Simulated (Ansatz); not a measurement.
# FH$_{3}$O$_{2}$Si$_{2}$: what the fields show

Input file:

```
crystal:
  periodic: [false, false, false]
  atoms:
    - {symbol: F, position_ang: [0.305799, -0.012165, 0.780938]}
    - {symbol: O, position_ang: [-1.200338, -2.148812, -0.028505]}
    - {symbol: O, position_ang: [-1.693106, -1.292054, 2.143011]}
    - {symbol: Si, position_ang: [-1.174431, -0.629795, 0.688742]}
    - {symbol: Si, position_ang: [-1.715458, -2.842070, 1.438810]}
    - {symbol: H, position_ang: [-2.038951, 0.397372, 0.087284]}
    - {symbol: H, position_ang: [-0.735455, -3.784212, 2.032903]}
    - {symbol: H, position_ang: [-3.075074, -3.431352, 1.362773]}
basis:
  gaussian:
    orbitals: def2-TZVPD
hamiltonian:
  xc: pbe0
output:
  forces: true
  orbitals: {seedname: orbitals}
```

Launched as:

```sh
ansatz run input.yaml --threads 1 --pin off --max-ram 2610MiB --events-out events.jsonl --progress --plain --runs-dir runs
```

Geometry: PBE0-D3(BJ)/def2-SVP.

Level of theory: Ansatz 0.2.0, isolated molecule in a Gaussian basis; Kohn-Sham density functional theory, functional PBE0.

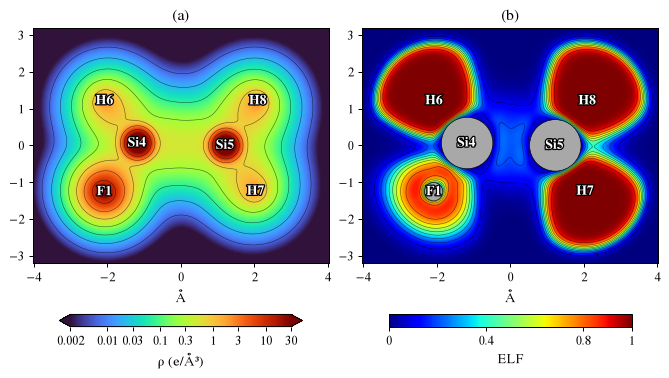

Figure 1. (a) electron density; (b) ELF on the plane of atoms Si4, Si5 and H7. Grey discs cover the atomic cores in the ELF map.

Q: Describe what can be read from this map.

A: The section cuts through F, Si and H sites.
Si–F (1.61 Å): ρ is about 1.2 e/Å³ halfway; the ELF peaks at about 0.85 in the valence shell of F, 0.6 Å from its nucleus, and is about 0.55 at the midpoint.
Si–Si (2.40 Å): ρ at the midpoint is about 0.49 e/Å³; the ELF is about 0.20 at the midpoint.
Si–H (1.47 Å): ρ at the midpoint is about 0.88 e/Å³; the ELF climbs to about 1 towards the hydrogen, as it does in any bond to H.
The ELF also peaks beside F1, away from the bonds: lone-pair regions.

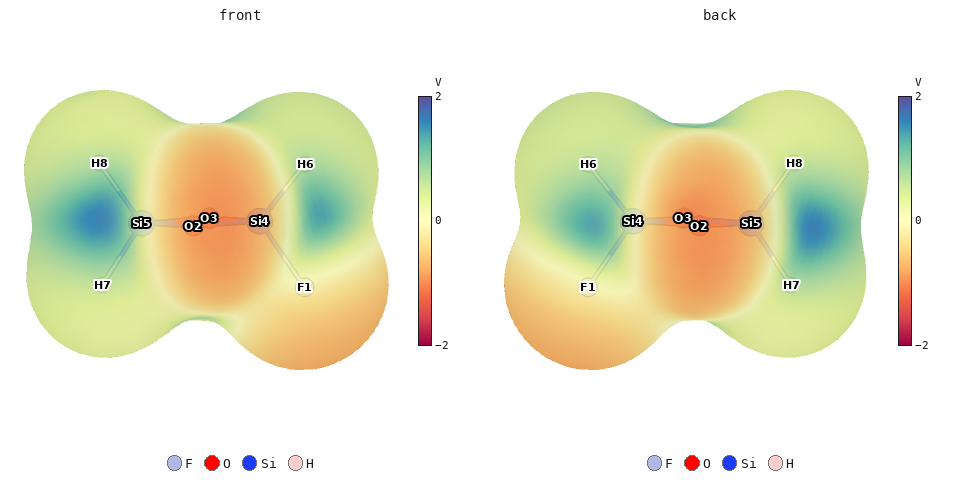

Figure 2. The molecular electrostatic potential painted on the density surface at 0.001 e/bohr³, seen from the front and from behind; red is negative and blue positive.

Q: Describe the electrostatic potential map.

A: The most negative region (about −1.0 V) lies over O2 and O3, the most positive (about +1.6 V) over Si5.

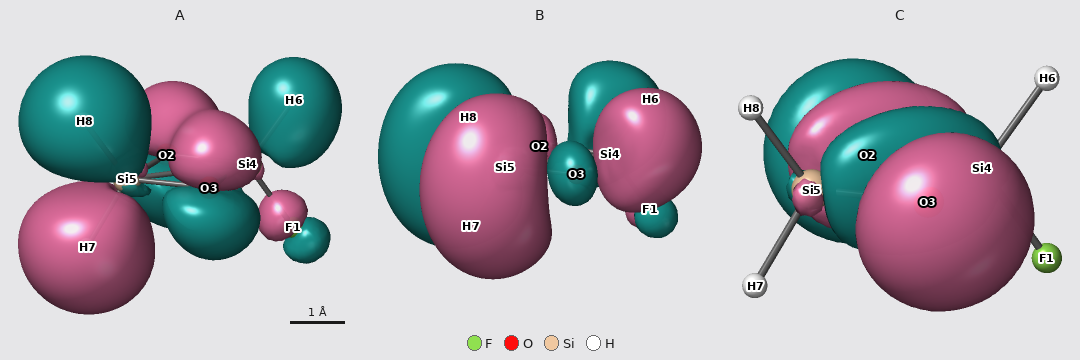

Figure 3. Three frontier orbitals at ±0.06 Å⁻³ᐟ² (teal and pink are the two phases), in no order.

Q: Order the three orbitals by energy and name them.

A: C is the HOMO−1 (−9.72 eV). Its weight (Hirshfeld) is mainly on O2 (about 45 %) and O3 (about 45 %); largely a combination of lone pairs on O2 and O3. A is the HOMO (−9.41 eV). By Hirshfeld shares it lies mainly on Si5 (about 25 %), H7 (about 20 %), H8 (about 15 %), O2 (about 15 %), O3 (about 15 %) and Si4 (about 5 %). B is the LUMO (−0.78 eV). By Hirshfeld shares it lies mainly on Si5 (about 55 %), Si4 (about 20 %), H7 (about 5 %) and H8 (about 5 %).

Q: What is the HOMO–LUMO gap?

A: 8.63 eV between the orbital energies.
